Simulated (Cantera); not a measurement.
Charge: 1 mol CH3Cl, 0.1 mol H2, equilibrated at 0.000110 bar.

Method: chemical equilibrium by Gibbs-energy minimisation in Cantera with the NASA 1993 tables (ideal gas, pure condensed phases). Candidate condensed phases: C, C6H6, C7H8, C8H18; 91 gas species. Rates play no part.

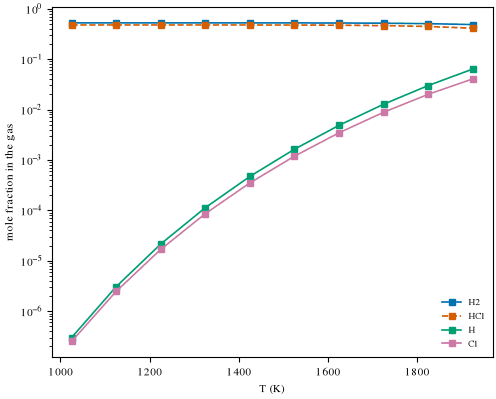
*Equilibrium gas composition (values under 1e-9 drawn at 1e-9)*

From 1025 K to 1925 K the condensed part is C(graphite). The main C-bearing gas is CH4 at 1025 K and C2H2 (acetylene) at 1925 K.
